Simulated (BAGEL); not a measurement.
# A workflow on SiF4 (silicon tetrafluoride)

Aim: a single-point energy (HF/def2-SV(P)), then a single-point energy (NEVPT2(2,2)/def2-SV(P)), then a single-point energy (CASPT2(2,2)/def2-SV(P)) of SiF4 (silicon tetrafluoride). 

Program for the calculation: BAGEL 1.2.2.

1 further run of the same task is left out (set aside as unsound or not needed).

## Step 1: The molecule

SiF4 has 5 atoms, charge 0, and is taken as a singlet. SMILES: `F[Si](F)(F)F`. The Si2–F3 distance was set to 4.373 Å, away from the relaxed value. At this shape a bond of the SMILES string is far longer than usual.

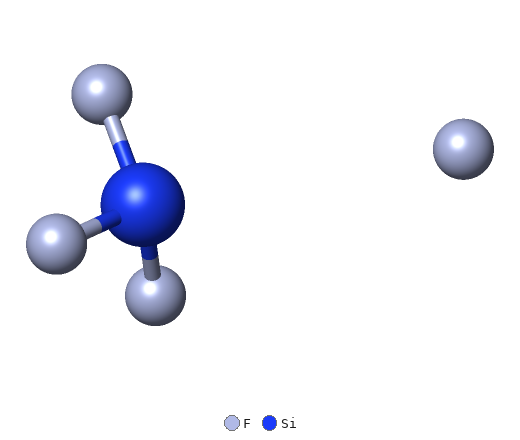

Viewed from a chosen angle; fluorine light blue, silicon blue.

## Step 2: The energy at HF/def2-SV(P) (density fitting with svp-jkfit) (run 1)

File job.json:

```json
{ "bagel": [

{
  "title": "molecule",
  "basis": "def2-sv_p_.json",
  "df_basis": "svp-jkfit",
  "angstrom": true,
  "geometry": [
    { "atom": "F", "xyz": [       2.027996,      -2.851903,       1.011307 ] },
    { "atom": "Si", "xyz": [       1.884796,      -2.059973,      -0.327153 ] },
    { "atom": "F", "xyz": [      -1.047100,       1.144420,       0.181750 ] },
    { "atom": "F", "xyz": [       1.407566,      -3.027783,      -1.456193 ] },
    { "atom": "F", "xyz": [       3.265926,      -1.444653,      -0.718323 ] }
  ]
},

{
  "title": "hf"
},

{
  "title": "print",
  "file": "orbitals.molden",
  "orbitals": true
}

]}
```

The basis set def2-SV(P) is read from a file made from the Basis Set Exchange's data (not shown).

The run is started by

```
$ BAGEL_NUM_THREADS=1 BAGEL job.json > job.out
```

What it wrote:

```text
* using 1 threads per process

  ===============================================================
  ===============================================================

  *** Geometry ***

  { "atom" : "F", "xyz" : [      3.832357,     -5.389316,      1.911093 ] },
  { "atom" : "Si", "xyz" : [      3.561748,     -3.892785,     -0.618230 ] },
  { "atom" : "F", "xyz" : [     -1.978732,      2.162640,      0.343458 ] },
  { "atom" : "F", "xyz" : [      2.659914,     -5.721681,     -2.751806 ] },
  { "atom" : "F", "xyz" : [      6.171706,     -2.729999,     -1.357434 ] },

  Number of auxiliary basis functions:      436

  Since a DF basis is specified, we compute 2- and 3-index integrals:
    o Being stored without compression. Storage requirement is 0.019 GB

  Number of basis functions:       74
  Number of electrons      :       50

    * METHOD: MOLECULE                             0.14

  *** RHF ***

  === Nuclear Repulsion ===
   218.9082833899

      * DIIS with orbital gradients will be used.

  === RHF iteration (def2-sv_p_.json) ===
      0       -685.65354723          0.03033796           0.04
      1       -684.91250002          0.03510183           0.04
      2       -685.97675979          0.01321040           0.04
      3       -686.05882600          0.00692769           0.04
      4       -686.09239083          0.00214443           0.04
      5       -686.10975171          0.00149551           0.04
      6       -686.11633206          0.00133636           0.04
      7       -686.12531303          0.00031064           0.04
      8       -686.12534422          0.00027897           0.04
      9       -686.12521406          0.00052886           0.04
     10       -686.12537788          0.00012429           0.04
     11       -686.12538844          0.00001556           0.04
     12       -686.12538861          0.00000663           0.04
     13       -686.12538864          0.00000160           0.04
     14       -686.12538864          0.00000082           0.04
     15       -686.12538864          0.00000011           0.04
     16       -686.12538864          0.00000005           0.04
     17       -686.12538864          0.00000001           0.04
     18       -686.12538864          0.00000001           0.04
    * SCF iteration converged.

    * Permanent dipole moment:
           (   -2.463389,     2.692354,     0.427571) a.u.

    * METHOD: HF                                   0.84

    * METHOD: PRINT                                0.01

  ===============================================================
```

It took 1.1 s on 1 thread of Arm Neoverse V1, shared host; peak memory 0.18 GiB.

## Step 3: The energy at NEVPT2(2,2)/def2-SV(P) (density fitting with svp-jkfit) (run 2)

File input.json:

```json
{ "bagel" : [

{
  "title" : "molecule",
  "basis" : "def2-sv_p_.json",
  "df_basis" : "svp-jkfit",
  "angstrom" : true,
  "geometry" : [
    { "atom" : "F", "xyz" : [    2.027996,   -2.851903,    1.011307 ] },
    { "atom" : "Si", "xyz" : [    1.884796,   -2.059973,   -0.327153 ] },
    { "atom" : "F", "xyz" : [   -1.047100,    1.144420,    0.181750 ] },
    { "atom" : "F", "xyz" : [    1.407566,   -3.027783,   -1.456193 ] },
    { "atom" : "F", "xyz" : [    3.265926,   -1.444653,   -0.718323 ] }
  ]
},
{
  "title" : "hf"
},
{
  "title" : "nevpt2",
  "nstate" : 1,
  "nact" : 2,
  "nclosed" : 24,
  "active" : [25, 26],
  "maxiter" : 200,
  "natocc" : true,
  "ncore" : 9
},
{
  "title" : "print",
  "file" : "orbitals.molden",
  "orbitals" : true
}

]}
```

The basis set def2-SV(P) is read from a file made from the Basis Set Exchange's data (not shown).

The run is started by

```
$ BAGEL_NUM_THREADS=1 BAGEL input.json > input.out
```

What it wrote:

```text
* using 1 threads per process

  ===============================================================
  ===============================================================

  *** Geometry ***

  { "atom" : "F", "xyz" : [      3.832357,     -5.389316,      1.911093 ] },
  { "atom" : "Si", "xyz" : [      3.561748,     -3.892785,     -0.618230 ] },
  { "atom" : "F", "xyz" : [     -1.978732,      2.162640,      0.343458 ] },
  { "atom" : "F", "xyz" : [      2.659914,     -5.721681,     -2.751806 ] },
  { "atom" : "F", "xyz" : [      6.171706,     -2.729999,     -1.357434 ] },

  Number of auxiliary basis functions:      436

  Since a DF basis is specified, we compute 2- and 3-index integrals:
    o Being stored without compression. Storage requirement is 0.019 GB

  Number of basis functions:       74
  Number of electrons      :       50

    * METHOD: MOLECULE                             0.14

  *** RHF ***

  === Nuclear Repulsion ===
   218.9082833899

      * DIIS with orbital gradients will be used.

  === RHF iteration (def2-sv_p_.json) ===
      0       -685.65354723          0.03033796           0.04
      1       -684.91250002          0.03510183           0.04
      2       -685.97675979          0.01321040           0.04
      3       -686.05882600          0.00692769           0.04
      4       -686.09239083          0.00214443           0.04
      5       -686.10975171          0.00149551           0.04
[... 11 lines of this table left out ...]
     17       -686.12538864          0.00000001           0.04
     18       -686.12538864          0.00000001           0.04
    * SCF iteration converged.

    * Permanent dipole moment:
           (   -2.463389,     2.692354,     0.427571) a.u.

    * METHOD: HF                                   0.86

    * freezing 9 orbitals
  ---------------------------
      CASSCF calculation
  ---------------------------

    ==== Active orbitals : =====
         Orbital 25
         Orbital 26
    ============================

    * nstate   :      1
    * nclosed  :     24
    * nact     :      2
    * nvirt    :     48
  === CASSCF iteration (def2-sv_p_.json) ===

    * Using the second-order algorithm

      0  0      -686.27962168     2.41e-02      0.01

      1  0      -686.32615491     6.50e-04      0.27

      2  0      -686.32623031     6.38e-05      0.25

[... 9 lines of this table left out ...]

      8  0      -686.32623121     3.33e-09      0.19

    * Second-order optimization converged. *

     guess   0:   closed 1.                   open ..

  === FCI iteration ===

      0  0      -686.05615565     1.56e-01      0.00
      1  0      -686.29271004     5.73e-02      0.00
      2  0 *    -686.32623121     3.83e-16      0.00

     * ci vector, state   0, <S^2> = 0.0000
       2.     0.7250614772
       .2    -0.6886841470

  === DF-NEVPT2 calculation ===

    * 3-index integral transformation done
    * assembly done

      NEVPT2 correlation energy:   -0.7677077136      0.14

          (+0)     -0.6822659345
          (+0)'    -0.0098291411
          (+1)     -0.0247644789
          (+1)'    -0.0000000000
          (+2)     -0.0000052193
          (-1)     -0.0508338608
          (-1)'     0.0000000000
          (-2)     -0.0000090791

      NEVPT2 total energy:       -687.0939389264

    * METHOD: NEVPT2                               2.28

    * METHOD: PRINT                                0.01

  ===============================================================
```

Run time: 3.6 s. Hardware: 1 thread of Arm Neoverse V1, shared host; peak memory 0.18 GiB.

## Step 4: The energy at CASPT2(2,2)/def2-SV(P) (density fitting with svp-jkfit) (run 3)

Edit input.json of step 3 so:

```diff
@@ -19,3 +19,3 @@
 {
-  "title" : "nevpt2",
+  "title" : "casscf",
   "nstate" : 1,
@@ -25,4 +25,3 @@
   "maxiter" : 200,
-  "natocc" : true,
-  "ncore" : 9
+  "natocc" : true
 },
@@ -32,2 +31,12 @@
   "orbitals" : true
+},
+{
+  "title" : "smith",
+  "method" : "caspt2",
+  "ms" : true,
+  "xms" : true,
+  "sssr" : true,
+  "shift" : 0.2,
+  "shift_imag" : true,
+  "ncore" : 9
 }
```

The basis set def2-SV(P) is read from a file made from the Basis Set Exchange's data (not shown).

The run is started by

```
$ BAGEL_NUM_THREADS=1 BAGEL input.json > input.out
```

What it wrote:

```text
* using 1 threads per process

  ===============================================================
  ===============================================================

  *** Geometry ***

  { "atom" : "F", "xyz" : [      3.832357,     -5.389316,      1.911093 ] },
  { "atom" : "Si", "xyz" : [      3.561748,     -3.892785,     -0.618230 ] },
  { "atom" : "F", "xyz" : [     -1.978732,      2.162640,      0.343458 ] },
  { "atom" : "F", "xyz" : [      2.659914,     -5.721681,     -2.751806 ] },
  { "atom" : "F", "xyz" : [      6.171706,     -2.729999,     -1.357434 ] },

  Number of auxiliary basis functions:      436

  Since a DF basis is specified, we compute 2- and 3-index integrals:
    o Being stored without compression. Storage requirement is 0.019 GB

  Number of basis functions:       74
  Number of electrons      :       50

    * METHOD: MOLECULE                             0.15

  *** RHF ***

  === Nuclear Repulsion ===
   218.9082833899

      * DIIS with orbital gradients will be used.

[... 6 lines left out ...]
    * SCF iteration converged.
[... 1 line left out ...]
    * Permanent dipole moment:
[... 27 lines left out ...]
    * Second-order optimization converged. *
[... 9 lines left out ...]
     * ci vector, state   0, <S^2> = 0.0000
[... 16 lines left out ...]
    * Zeroth order energy : state  0       -0.5387841910

    * CASPT2 iteration is performed using orthogonal basis

      -------------------------------------------  CASPT2 iteration  ---------------------------------------------------
       #      aibj      arbs      arbi      airj      risj      airs      arst      rist         Etot      error   time
      ------------------------------------------------------------------------------------------------------------------

       0  -0.68106  -0.00001  -0.05529  -0.02705  -0.00001  -0.00974  -0.00000   0.00000   -0.7731610  0.0004600   0.07
       1  -0.68107  -0.00001  -0.05533  -0.02706  -0.00001  -0.00976  -0.00000   0.00000   -0.7732371  0.0000292   0.07
       2  -0.68107  -0.00001  -0.05533  -0.02706  -0.00001  -0.00976  -0.00000  -0.00000   -0.7732375  0.0000025   0.07
       3  -0.68107  -0.00001  -0.05533  -0.02706  -0.00001  -0.00976  -0.00000  -0.00000   -0.7732375  0.0000003   0.07

      ------------------------------------------------------------------------------------------------------------------

    * CASPT2 energy : state  0     -687.1011729366
        w/o shift correction       -687.0994687390
        reference weight              0.8574686920

    * METHOD: SMITH                                0.45

  ===============================================================
```

It took 3.9 s on 1 thread of Arm Neoverse V1, shared host; peak memory 0.18 GiB.

## Step 5: What came out

| quantity | value |
| --- | --- |
| run 1, HF/def2-SV(P): total energy | -686.12539 Eh |
| run 1, HF/def2-SV(P): dipole moment | 9.34 D |
| run 1, HF/def2-SV(P): HOMO energy | -9.04 eV |
| run 1, HF/def2-SV(P): LUMO energy | -4.64 eV |
| run 1, HF/def2-SV(P): HOMO–LUMO gap | 4.40 eV |
| run 2, NEVPT2(2,2)/def2-SV(P): total energy | -687.09394 Eh |
| run 3, CASPT2(2,2)/def2-SV(P): total energy | -687.10117 Eh |

What this shows: One bond (run 1, HF/def2-SV(P)) is far stretched, which a spin-restricted single reference describes badly; a broken-symmetry solution may lie lower.
